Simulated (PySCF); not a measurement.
**NMR shielding calculation of C6H8Si2**

C6H8Si2, computed with GIAO PBE0/3-21G NMR shielding, non-relativistic, gas phase (PySCF 2.14.0).

The geometry comes from this level: GFN2-xTB. Figures and captions count atoms from 1; the log counts them from 0 in places.

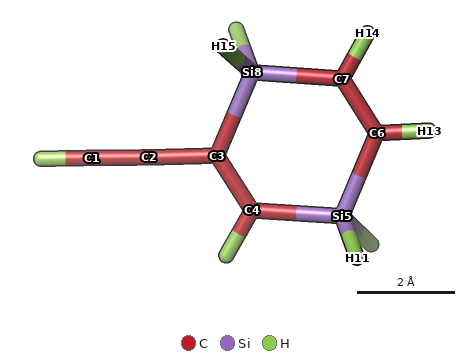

Figure 1. The input geometry (stick view, seen at a tilt; atoms are numbered from 1 in the order of the input). Bond lengths as drawn: C–C 1.20 to 1.41 Å, C–H 1.05 to 1.09 Å, C–Si 1.87 to 1.89 Å and H–Si 1.47 Å.

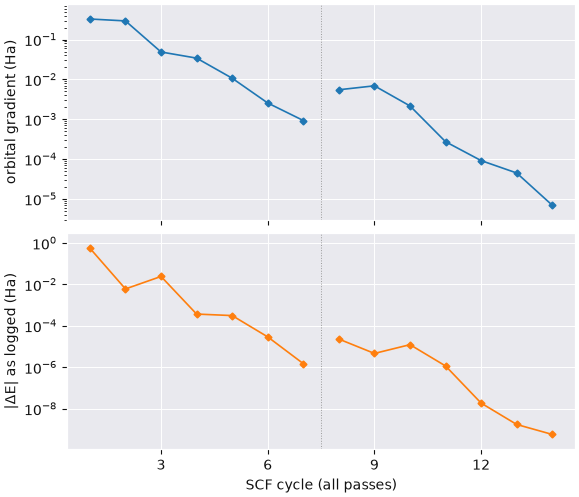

Figure 2. Convergence of the self-consistent field: orbital gradient and size of the energy change against the SCF cycle. The dotted line marks the change from a coarse to the final integration grid. The first 7 cycles use a coarse grid, the final grid takes over at cycle 8, and the field converges after 14 cycles in all.

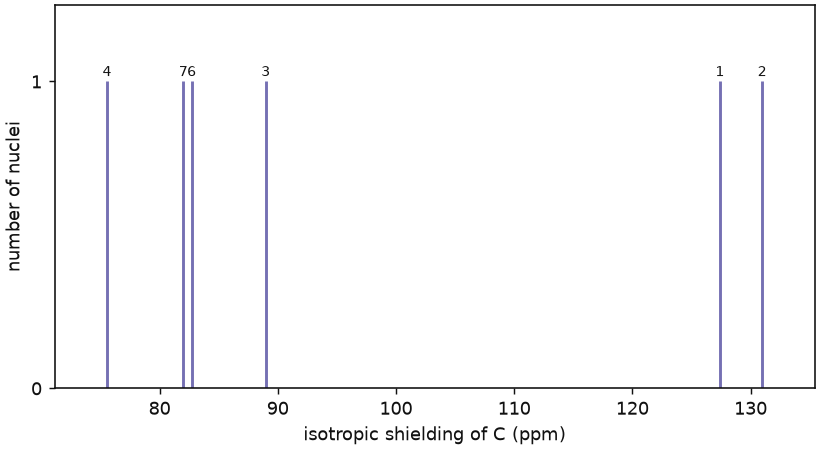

Figure 3. Isotropic shieldings of the carbon nuclei in this fixed geometry, labelled by atom number; shielding grows to the right, so chemical shift grows to the left. The least shielded is C4 (75.6 ppm), the most shielded C2 (131.0 ppm).

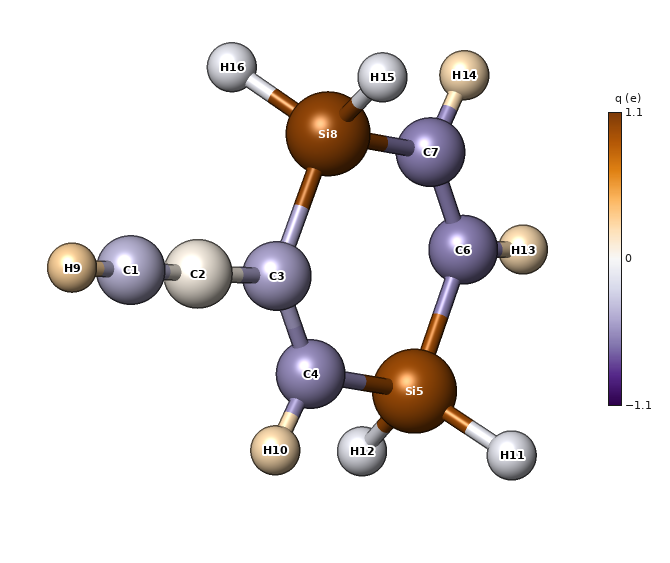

Figure 4. Mulliken charges, as the colour of each atom (ball-and-stick view, seen at a tilt; atoms are numbered from 1 in the order of the input). By element: C −0.60 to +0.07, Si +0.98 to +1.02 and H −0.12 to +0.29 e.

The input that produced these results follows, with the program's output.

**Input file**
```
{"job": {"kind": "nmr", "xc": "PBE0", "basis": "3-21G", "pop": true}, "charge": 0, "multiplicity": 1}
C      3.550844    -0.558865     0.717207
C      2.374743    -0.443934     0.494963
C      0.999045    -0.283714     0.228781
C      0.163212    -1.329949     0.330016
Si    -1.683145    -1.282712     0.010823
C     -2.204543     0.464690    -0.451737
C     -1.381783     1.505635    -0.561342
Si     0.474257     1.467132    -0.269578
H      4.576128    -0.668889     0.912226
H      0.584138    -2.288996     0.621617
H     -2.017755    -2.193415    -1.096924
H     -2.405957    -1.704877     1.222382
H     -3.263683     0.612974    -0.643476
H     -1.791230     2.473022    -0.839448
H      1.189742     1.841764    -1.499589
H      0.828387     2.399076     0.812666
```

The first line tells a small driver script what to run in PySCF; the rest is the geometry in Å.

Run as:
```bash
OMP_NUM_THREADS=1 python <driver script> task.json out
```

**What the program printed**
```
coarse grid: 14728 points
cycle   1  E = -807.3787869478  dE =  5.548e-01  |g| = 3.272e-01  |ddm| = 4.426e+00
cycle   2  E = -807.3847828151  dE = -5.996e-03  |g| = 2.930e-01  |ddm| = 9.009e-01
cycle   3  E = -807.4088425662  dE = -2.406e-02  |g| = 4.868e-02  |ddm| = 4.395e-01
cycle   4  E = -807.4092096269  dE = -3.671e-04  |g| = 3.414e-02  |ddm| = 9.277e-02
cycle   5  E = -807.4095202250  dE = -3.106e-04  |g| = 1.069e-02  |ddm| = 4.122e-02
cycle   6  E = -807.4095492534  dE = -2.903e-05  |g| = 2.552e-03  |ddm| = 1.311e-02
cycle   7  E = -807.4095507374  dE = -1.484e-06  |g| = 9.282e-04  |ddm| = 3.847e-03
final grid: 134080 points
cycle   8  E = -807.4508732510  dE = -2.276e-05  |g| = 5.484e-03  |ddm| = 1.894e-02
cycle   9  E = -807.4508686347  dE =  4.616e-06  |g| = 6.890e-03  |ddm| = 1.561e-02
cycle  10  E = -807.4508808782  dE = -1.224e-05  |g| = 2.154e-03  |ddm| = 9.837e-03
cycle  11  E = -807.4508820229  dE = -1.145e-06  |g| = 2.725e-04  |ddm| = 2.083e-03
cycle  12  E = -807.4508820413  dE = -1.846e-08  |g| = 9.154e-05  |ddm| = 4.186e-04
cycle  13  E = -807.4508820430  dE = -1.717e-09  |g| = 4.475e-05  |ddm| = 1.402e-04
cycle  14  E = -807.4508820436  dE = -5.671e-10  |g| = 6.948e-06  |ddm| = 6.331e-05
converged SCF energy = -807.4508820436

GIAO shielding tensors (ppm)
atom      isotropic    diamagn.    paramagn.     s11        s22        s33       span
  0 C      127.406     272.074    -144.668     89.377     92.269    200.573    111.197
  1 C      130.983     264.667    -133.684     42.876     50.844    299.228    256.352
  2 C       88.980     251.097    -162.117     -1.752     74.479    194.213    195.965
  3 C       75.555     254.263    -178.708    -25.388     56.633    195.420    220.807
  4 Si     528.755     880.326    -351.571    504.454    526.193    555.620     51.166
  5 C       82.716     255.810    -173.094    -14.927     59.913    203.161    218.088
  6 C       82.012     256.256    -174.243    -13.551     61.022    198.566    212.117
  7 Si     529.475     880.162    -350.688    509.027    522.308    557.089     48.062
  8 H       29.704      30.324      -0.621     26.339     26.681     36.092      9.753
  9 H       25.398      31.137      -5.740     23.656     24.328     28.208      4.551
 10 H       28.408      28.565      -0.158     25.237     25.748     34.238      9.001
 11 H       28.408      28.579      -0.171     25.209     25.787     34.228      9.019
 12 H       25.808      29.769      -3.961     24.375     26.189     26.860      2.484
 13 H       25.820      29.909      -4.089     24.199     26.444     26.817      2.618
 14 H       28.359      28.888      -0.529     24.789     26.513     33.776      8.987
 15 H       28.358      28.910      -0.552     24.758     26.557     33.759      9.000
```

**Summary**

- outcome: converged
- total energy: −807.450882 hartree
- HOMO: −7.07 eV
- LUMO: −1.05 eV
- dipole moment: 0.45 D
- isotropic shielding, C: 75.6 to 131.0 ppm
- isotropic shielding, Si: 528.8 to 529.5 ppm
- isotropic shielding, H: 25.4 to 29.7 ppm
- hardware: 1 CPU thread, shared host
- wall time: 15 s
- peak memory: 0.58 GiB

Settings chosen away from the usual ones: PBE0/3-21G.
